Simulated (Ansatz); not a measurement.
H9NOSi3 (SMILES N[SiH2][SiH](O)[SiH3])

Input file:

```
crystal:
  periodic: [false, false, false]
  atoms:
    - { symbol: "N", position_ang: [-2.0053, -0.1283, 1.7313] }
    - { symbol: Si, position_ang: [-1.27, 0.4994, 0.3208] }
    - { symbol: Si, position_ang: [0.4951, -0.8511, -0.297] }
    - { symbol: O, position_ang: [1.4601, -1.3039, 1.0681] }
    - { symbol: Si, position_ang: [1.7523, 0.442, -1.7556] }
    - { symbol: H, position_ang: [-2.9052, 0.4712, 1.8659] }
    - { symbol: H, position_ang: [-1.4451, 0.1016, 2.5387] }
    - { symbol: H, position_ang: [-0.7834, 1.8812, 0.6823] }
    - { symbol: H, position_ang: [-2.2857, 0.5961, -0.7014] }
    - { symbol: H, position_ang: [0.0421, -2.0968, -0.9118] }
    - { symbol: H, position_ang: [0.9204, -1.9302, 1.6919] }
    - { symbol: H, position_ang: [0.9303, 0.8492, -2.8853] }
    - { symbol: H, position_ang: [2.1716, 1.7191, -1.0855] }
    - { symbol: H, position_ang: [2.9097, -0.2786, -2.2336] }
basis:
  gaussian: { orbitals: def2-SVP }
hamiltonian:
  xc: pbe
relax:
  f_tol: 0.015
  max_steps: 40
output:
  orbitals: {}
```

Command:

```sh
ansatz run input.yaml --threads 2 --pin off --max-ram 3072MiB --backend cpu --events-out ev --progress --plain --runs-dir out
```

The fields are those of the relaxed geometry.

The calculation used RKS PBE/def2-SVP (Ansatz 0.2.0).

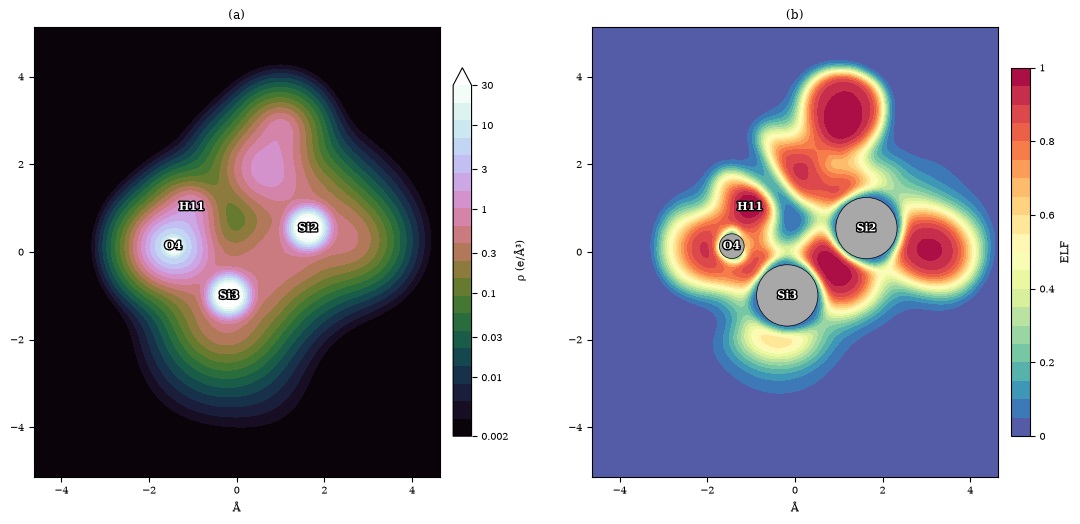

Figure 1. (a) electron density; (b) electron localisation function on the plane of atoms Si2, Si3 and O4. Grey discs cover the atomic cores in the ELF map.

Question: What does the map show?

Answer: Atoms in the plane: Si, O and H.
Si–O (1.69 Å): ρ is about 1 e/Å³ halfway; the ELF peaks at about 0.85 between the atoms (a polar covalent bond).
Si–Si (2.37 Å): ρ at the midpoint is about 0.61 e/Å³; the ELF peaks at about 1 between the atoms (a shared electron pair).
O–H (0.99 Å): ρ at the midpoint is about 3.5 e/Å³; the ELF climbs to about 1 towards the hydrogen, as it does in any bond to H: a covalent bond by its length.
The ELF also peaks beside O4 and N1, away from the bonds: lone-pair regions.

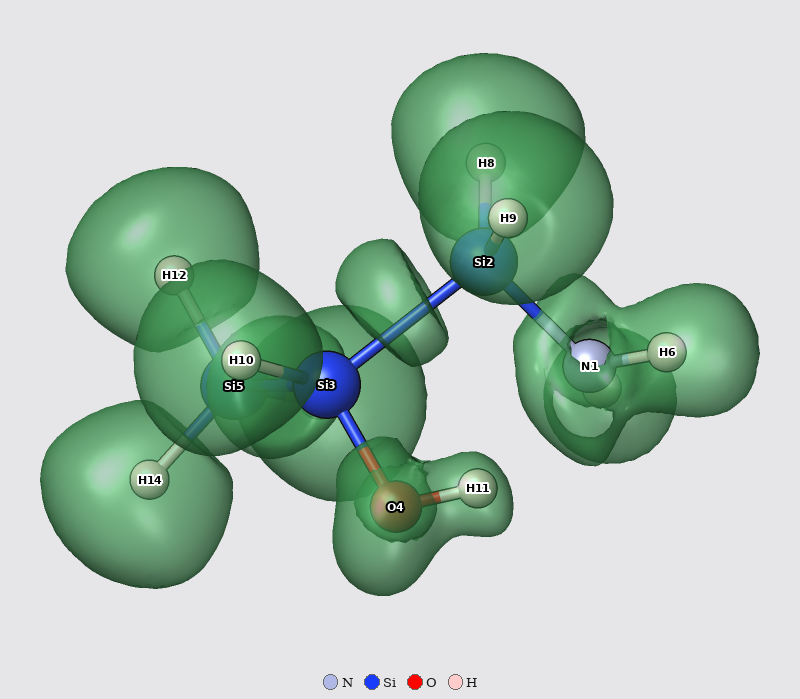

Figure 2. Isosurface of the ELF at 0.75 (green), seen at an oblique angle. Core shells and regions of very low density are left out.

Question: Describe the localisation domains.

Answer: The ELF exceeds this value in two regions between bonded Si–Si atoms (shared pairs), six regions around hydrogen nuclei, one joined region spread over several atoms (H, N), in which their bonds and any lone pairs are merged and one joined region spread over several atoms (H, O), in which their bonds and any lone pairs are merged. Profiles from the grid: Si–N (1.79 Å): the ELF peaks at about 0.90 between the atoms (a shared but strongly polarised pair).

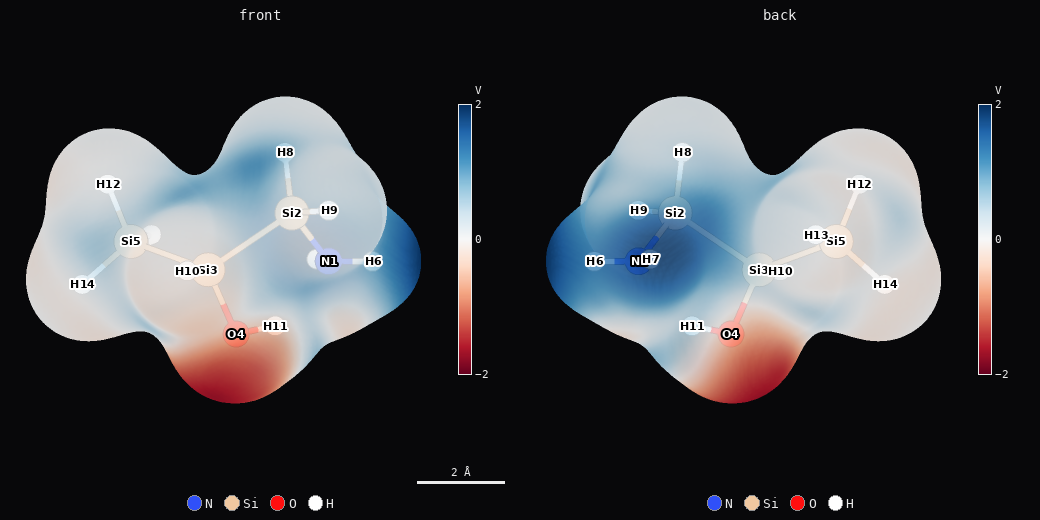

Figure 3. The electrostatic potential painted on the density surface at 0.002 e/bohr³, seen from the front and from behind; the colour scale runs from red (negative) to blue (positive).

Question: Describe the electrostatic potential map.

Answer: The most negative region (about −1.7 V) lies over O4, the most positive (about +1.9 V) over H6 and H7. O4 is the likeliest acceptor of a hydrogen bond.
